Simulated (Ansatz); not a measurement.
## Electronic structure of CH₄Ge···CH₄O in real space

```xyz
12

Ge   -0.7043    1.4386    0.3713
O     1.2311   -0.3384    0.2057
C     0.9110   -1.6554    0.6336
C    -1.1092    1.2571   -1.3681
H     0.8328   -0.1962   -0.6853
H    -1.3743    0.5697    1.4570
H     0.2856    2.4958    0.8941
H     1.3014   -1.7779    1.6629
H    -0.1876   -1.8472    0.6571
H     1.3889   -2.4308   -0.0070
H    -0.6926    1.9382   -2.1253
H    -1.8828    0.5464   -1.6960
```

The calculation used Ansatz, RKS PBE-D4/def2-SVP.

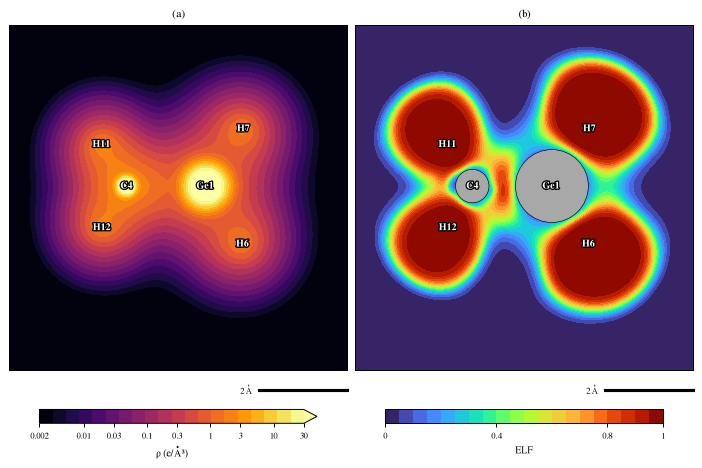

Figure 1. (a) electron density; (b) ELF on the plane of atoms Ge1, C4 and H11. Grey discs cover the atomic cores in the ELF map.

Q: What do the fields say about this system?

A: The plane passes through Ge, C and H nuclei.
C–Ge (1.80 Å): ρ at the midpoint is about 1.1 e/Å³; the ELF peaks at about 0.85 between the atoms, as expected for a covalent bond.
C–H (1.10 Å): the density is about 1.8 e/Å³ at the midpoint; the ELF climbs to about 1 towards the hydrogen, as it does in any bond to H: a covalent bond by its length.
Ge–H (1.54 Å): ρ is about 1 e/Å³ halfway; the ELF climbs to about 1 towards the hydrogen.

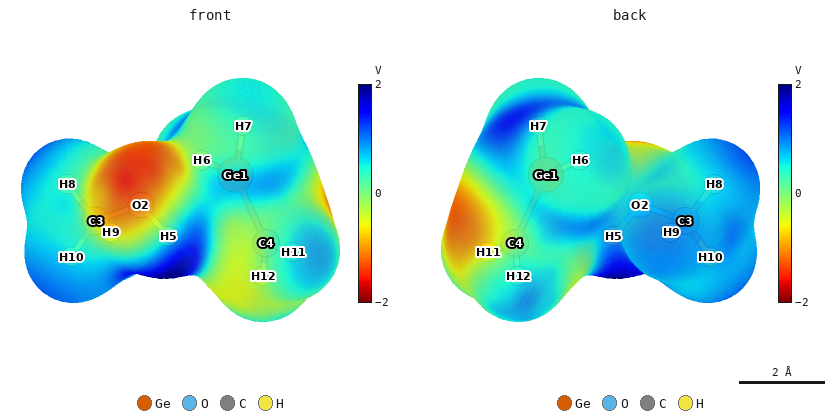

Figure 2. The molecular electrostatic potential painted on the density surface at 0.004 e/bohr³, seen from the front and from behind; red is negative and blue positive.

Q: Where is the surface potential most negative and most positive?

A: The most negative region (about −1.5 V) lies over O2, the most positive (about +1.9 V) over H5. O2 is the likeliest acceptor of a hydrogen bond.

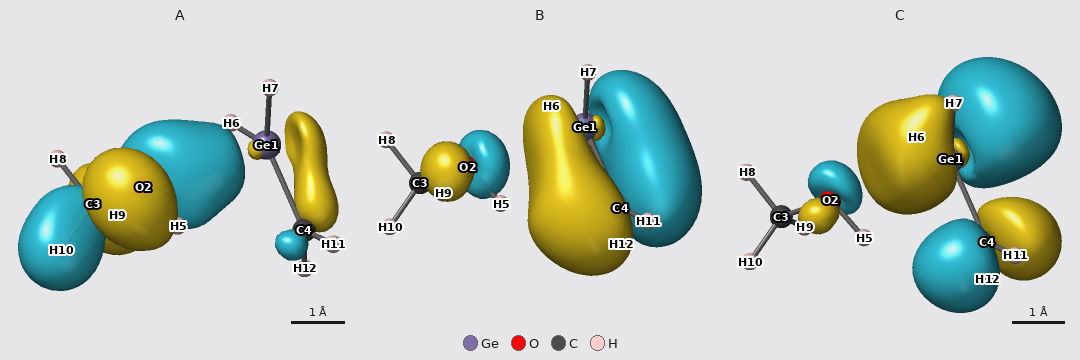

Figure 3. Three frontier orbitals at ±0.1 Å⁻³ᐟ² (yellow and cyan are the two phases), in no order.

Q: Which picture is the HOMO−1, the HOMO and the LUMO?

A: A is the HOMO−1 (−6.82 eV). It lies mainly on O2 (about 55 %), C3 (about 15 %), Ge1 (about 10 %), H9 (about 5 %) and H10 (about 5 %). B is the HOMO (−4.87 eV). Its weight (Hirshfeld) is mainly on C4 (about 50 %), Ge1 (about 30 %) and O2 (about 10 %). C is the LUMO (−1.36 eV). Its weight (Hirshfeld) is mainly on Ge1 (about 55 %) and C4 (about 25 %); π-antibonding (π*) across Ge1–C4.

Q: What is the HOMO–LUMO gap?

A: 3.51 eV between the orbital energies.
